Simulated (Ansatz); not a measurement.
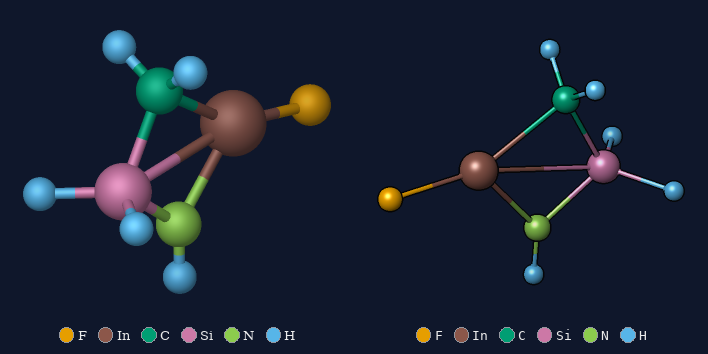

Two views of one molecule.

Computed geometry: PBE0-D4/def2-TZVP optimisation.

Describe the molecule.

Formula CH₅FInNSi. The point group is Cs. Coordination, clear cases only: 1 N trigonal planar.

The parts below concern this one geometry. Atoms keep their numbers from picture to picture.

## Electronic properties

Level of theory: RKS PBE0-D4/def2-TZVPP, core potentials on In (Ansatz 0.2.0).

> What is the HOMO–LUMO gap?

5.47 eV.

> Give the dispersion correction at this level.

−19.8 kJ/mol.

> Give the HOMO energy (Kohn–Sham orbital) at this level.

−7.22 eV.

## Dipole moment

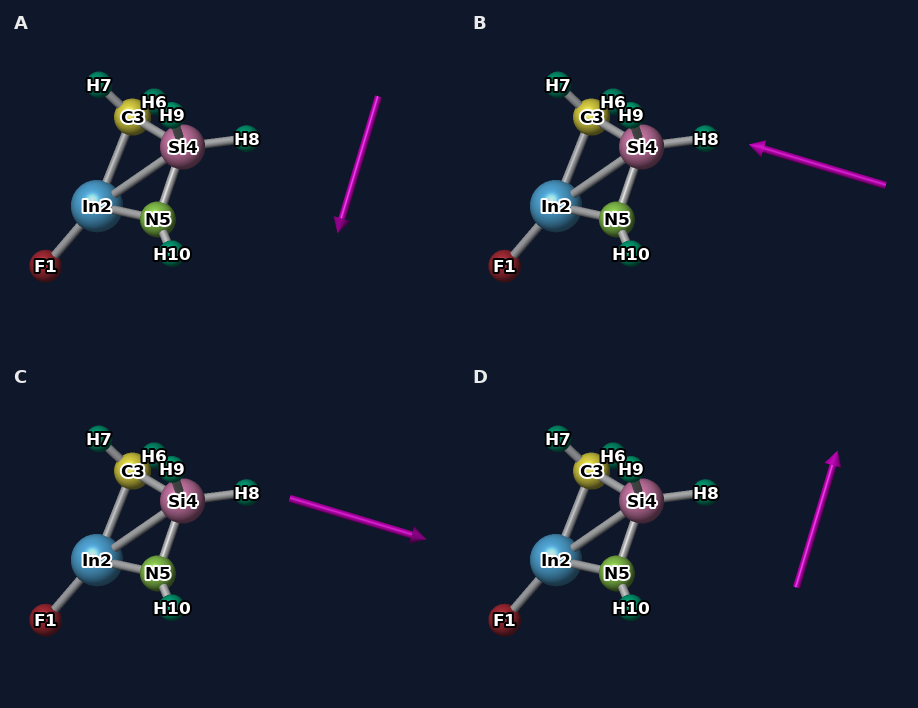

The same molecule four times, each with an arrow. Method: RKS PBE0-D4/def2-TZVP, core potentials on In (Ansatz 0.2.0).

> Which arrow points along the dipole moment, from the negative to the positive end?

D. The dipole moment is 1.37 D; it points from the side of F1 to the side of H6, H7 (the outermost atoms at the two ends).

## Charges

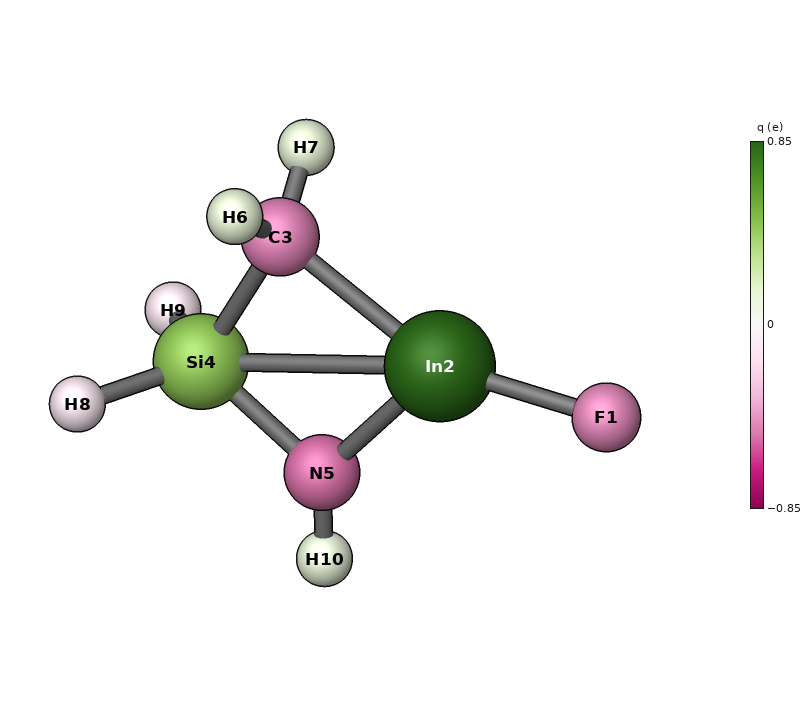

Atoms are coloured by their Mulliken charges. Level of theory: RKS B3LYP-D4/def2-TZVPP, core potentials on In (Ansatz 0.2.0).

> Which atom carries the highest charge (most positive or least negative)?

In2 (0.82 e).

> And the lowest?

N5 (−0.51 e).

Give the Mulliken charges atom by atom.

```json
{"atom": "F1", "value (e)": "−0.46"}
{"atom": "In2", "value (e)": "0.82"}
{"atom": "C3", "value (e)": "−0.47"}
{"atom": "Si4", "value (e)": "0.45"}
{"atom": "N5", "value (e)": "−0.51"}
{"atom": "H6", "value (e)": "0.13"}
{"atom": "H7", "value (e)": "0.13"}
{"atom": "H8", "value (e)": "−0.10"}
{"atom": "H9", "value (e)": "−0.10"}
{"atom": "H10", "value (e)": "0.12"}
```

Mulliken values depend strongly on the basis set and can even reverse the polarity of a bond.
